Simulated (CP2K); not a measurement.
# MNDOD run of N2H3 (hydrazinyl radical)

Aim: the vertical electron affinity of N2H3 (hydrazinyl radical) at MNDOD, from 2 runs. 

Program for the calculation: CP2K 2026.2.

4 further runs of the same task are left out: 3 that didn't finish, 1 set aside as unsound or not needed.

### 1 The molecule

N2H3: 5 atoms, total charge 0, spin state doublet. As SMILES, `[NH]N`. The shape is that of a GFN2-xTB optimisation. This is one conformer, not always the lowest.

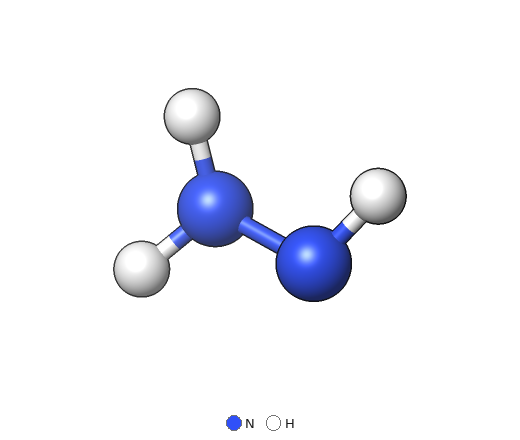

The structure, seen from a chosen angle (nitrogen blue, hydrogen white).

### 2 Energy and gradient at MNDOD

molecule.xyz

```xyz
5

N     -0.174970    -0.805480     0.447260
N     -0.126270     0.251970    -0.365880
H      0.751750    -0.989150     0.831090
H     -1.043070     0.577800    -0.638700
H      0.592550     0.964850    -0.273770
```

job.inp

```
&global
   project_name job
   run_type ENERGY_FORCE
   print_level MEDIUM
&end
&force_eval
   method QS
   &dft
      charge 0
      multiplicity 2
      uks T
      ! Quickstep
      &qs
         method MNDOD
         eps_default 1.0E-10
         &se
            &coulomb
               cutoff [angstrom] 50
               rc_range [angstrom] 0
            &end
            &exchange
               cutoff [angstrom] 50
               rc_range [angstrom] 0
            &end
         &end
      &end
      ! cluster boundary conditions
      &poisson
         periodic NONE
         poisson_solver ANALYTIC
      &end
      &scf
         scf_guess ATOMIC
         eps_scf 1.0E-06
         max_scf 30
         &ot ON
            minimizer DIIS
            preconditioner FULL_ALL
         &end
         &outer_scf
            eps_scf 1.0E-06
            max_scf 10
         &end
      &end
      &print
         &moments
            periodic F
            reference COM
            max_moment 1
         &end
         &mo_cubes
            nlumo 5
            nhomo -1
            write_cube F
         &end
         &hirshfeld OFF
         &end
      &end
   &end
   ! structure
   &subsys
      ! box in angstrom
      &cell
         abc [angstrom] 11.8 12 11.5
         periodic NONE
      &end
      &topology
         coord_file_name molecule.xyz
         coord_file_format XYZ
         &center_coordinates
         &end
      &end
   &end
   ! extra output
   &print
      &forces ON
      &end
   &end
&end
```

Launch:

```sh
OMP_NUM_THREADS=1 cp2k.psmp -i job.inp -o job.out
```

The log of the run (excerpt; [...] marks lines left out):

```text
CP2K| version string:                                       CP2K version 2026.2
[...]
 GLOBAL| Method name                                                        CP2K
[...]
 GLOBAL| Run type                                                   ENERGY_FORCE
[...]
                             - Atoms:                                          5
[...]
                             - Spherical basis functions:                     11
[...]
 Number of electrons:                                                          7
[...]
     1 OT DIIS     0.15E+00    0.0     0.24611656       -14.4544743345 -1.45E+01
[...]
     3 OT DIIS     0.15E+00    0.0     0.00000078       -16.7507405521 -2.28E-10
  *** SCF run converged in     3 steps ***
  Core-core repulsion energy [eV]:                            498.87375991129284
  Core Hamiltonian energy [eV]:                              -735.17000295231139
  Two-electron integral energy [eV]:                         -439.02917600933216
  Electronic energy [eV]:                                    -954.68459095697733
  Total energy [eV]:                                         -455.81083104568455
  Atomic reference energy [eV]:                               457.42958592184578
  Heat of formation [kcal/mol]:                                37.32937720743581
[...]
 SE_DIPOLE| Moment [Debye]         -0.82378478      -2.12524023       0.04136082
 SE_DIPOLE| Derivative [a.u.]       0.00000000       0.00000000       0.00000000
 *** WARNING in qs_scf_post_se.F:140 :: Printing of MO cube files not ***
 *** implemented for Semi-Empirical method.                           ***
 ENERGY| Total FORCE_EVAL ( QS ) energy [hartree]            -16.750740552201137
 FORCES| Atomic forces [hartree/bohr]
 FORCES|   Atom     x               y               z               |f|
 FORCES|      1  6.89370566E-03  3.45900060E-02 -2.17132979E-02   4.14180999E-02
 FORCES|      2  2.09265599E-03 -3.97723134E-02  1.64769134E-02   4.31010997E-02
 FORCES|      3 -3.82189832E-03  9.55664872E-04 -1.05299608E-03   4.07786744E-03
 FORCES|      4  5.22021577E-03  6.38373317E-03  3.67049735E-03   9.02636431E-03
 FORCES|      5 -1.03846791E-02 -2.15709068E-03  2.61888324E-03   1.09248867E-02
 FORCES| Sum     2.77555756E-17 -4.71844785E-16  2.70616862E-16
 FORCES| Total atomic force                                       5.44647923E-16
[...]
```

Wall time 1.2 s (1 thread of Arm Neoverse N1, shared host); peak memory 0.14 GiB.

### 3 The singlet anion

molecule.xyz is that of step 2.

molecule.inp

```
&GLOBAL
 PROJECT molecule
 RUN_TYPE ENERGY_FORCE
 PRINT_LEVEL MEDIUM
&END GLOBAL

&FORCE_EVAL
 METHOD QUICKSTEP
 &DFT
  CHARGE -1
  &QS
   METHOD MNDOD
   EPS_DEFAULT 1.0E-10
   &SE
    &COULOMB
     CUTOFF [angstrom] 50
     RC_RANGE [angstrom] 0
    &END COULOMB
    &EXCHANGE
     CUTOFF [angstrom] 50
     RC_RANGE [angstrom] 0
    &END EXCHANGE
   &END SE
  &END QS
  &POISSON
   PERIODIC NONE
   POISSON_SOLVER ANALYTIC
  &END POISSON
  &SCF
   SCF_GUESS ATOMIC
   EPS_SCF 1.0E-06
   MAX_SCF 150
   ADDED_MOS 2
   &DIAGONALIZATION
    ALGORITHM STANDARD
   &END DIAGONALIZATION
   &MIXING
    METHOD DIRECT_P_MIXING
    ALPHA 0.4
   &END MIXING
  &END SCF
  &PRINT
   &MOMENTS
    PERIODIC F
    REFERENCE COM
    MAX_MOMENT 1
   &END MOMENTS
   &MO ON
    ENERGIES T
    OCCUPATION_NUMBERS T
    NDIGITS 6
    &EACH
     QS_SCF 0
    &END EACH
    ADD_LAST NUMERIC
   &END MO
   &HIRSHFELD OFF
   &END HIRSHFELD
  &END PRINT
 &END DFT
 &SUBSYS
  &CELL
   ABC 11.8 12 11.5
   PERIODIC NONE
  &END CELL
  &TOPOLOGY
   COORD_FILE_NAME molecule.xyz
   COORD_FILE_FORMAT XYZ
   &CENTER_COORDINATES
   &END CENTER_COORDINATES
  &END TOPOLOGY
 &END SUBSYS
 &PRINT
  &FORCES ON
  &END FORCES
 &END PRINT
&END FORCE_EVAL
```

Launch:

```sh
OMP_NUM_THREADS=1 cp2k.psmp molecule.inp > molecule.out
```

The log of the run (excerpt; [...] marks lines left out):

```text
CP2K| version string:                                       CP2K version 2026.2
[...]
 GLOBAL| Method name                                                        CP2K
[...]
 GLOBAL| Run type                                                   ENERGY_FORCE
[...]
                             - Atoms:                                          5
[...]
                             - Spherical basis functions:                     11
[...]
 Number of electrons:                                                         14
[...]
     1 P_Mix/Diag. 0.40E+00    0.0     0.88280614       -13.2518629888 -1.33E+01
[...]
    18 DIIS/Diag.  0.19E-06    0.0     0.00000075       -16.7127878835 -2.74E-11
  *** SCF run converged in    18 steps ***
  Core-core repulsion energy [eV]:                            498.87375991129284
  Core Hamiltonian energy [eV]:                              -772.61792173001948
  Two-electron integral energy [eV]:                         -362.06784918511266
  Electronic energy [eV]:                                    -953.65184632257581
  Total energy [eV]:                                         -454.77808641128297
  Atomic reference energy [eV]:                               457.42958592184578
  Heat of formation [kcal/mol]:                                61.14503613410054
[...]
 SE_DIPOLE| Moment [Debye]         -0.40793166      -2.75519356       0.57095850
 SE_DIPOLE| Derivative [a.u.]       0.00000000       0.00000000       0.00000000
 ENERGY| Total FORCE_EVAL ( QS ) energy [hartree]            -16.712787883506444
 FORCES| Atomic forces [hartree/bohr]
 FORCES|   Atom     x               y               z               |f|
 FORCES|      1 -1.37065222E-02 -2.05491513E-02  4.36361012E-02   5.01422547E-02
 FORCES|      2  2.58784053E-02 -2.00419156E-02 -8.70087756E-02   9.29618055E-02
 FORCES|      3  3.07749334E-03  2.99713277E-03 -3.84287970E-03   5.76380903E-03
 FORCES|      4 -8.78204442E-04  1.86548239E-02  2.26128819E-02   2.93277364E-02
 FORCES|      5 -1.43711719E-02  1.89391102E-02  2.46026722E-02   3.42127456E-02
 FORCES| Sum     2.77555756E-16 -1.11022302E-16  2.70616862E-16
 FORCES| Total atomic force                                       4.03232731E-16
[...]
```

Run time: 0.47 s. Hardware: 1 thread of Arm Neoverse N1, shared host; peak memory 0.14 GiB.

### 4 What came out

Level: MNDOD.

```
                                                quantity          value
                              doublet N2H3: total energy   -16.75074 Eh
                             doublet N2H3: dipole moment         2.28 D
 doublet N2H3: heat of formation at this unrelaxed shape  37.3 kcal/mol
                  doublet N2H3: largest force on an atom     2.216 eV/Å
                             singlet anion: total energy   -16.71279 Eh
                              singlet anion: HOMO energy        0.63 eV
                              singlet anion: LUMO energy       10.43 eV
                            singlet anion: HOMO–LUMO gap        9.80 eV
singlet anion: heat of formation at this unrelaxed shape  61.1 kcal/mol
                 singlet anion: largest force on an atom     4.780 eV/Å
       vertical electron affinity (to the singlet anion)      -1.033 eV
```

In words: The anion lies 1.03 eV (24 kcal/mol) above the neutral: the electron isn't bound at this level. The largest force (doublet N2H3) is 2.22 eV/Å: the shape isn't a stationary point for this species at this level. The HOMO (singlet anion) lies at positive energy, 0.63 eV: the electron is unbound at this level or held by a compact basis; values depend on the basis.
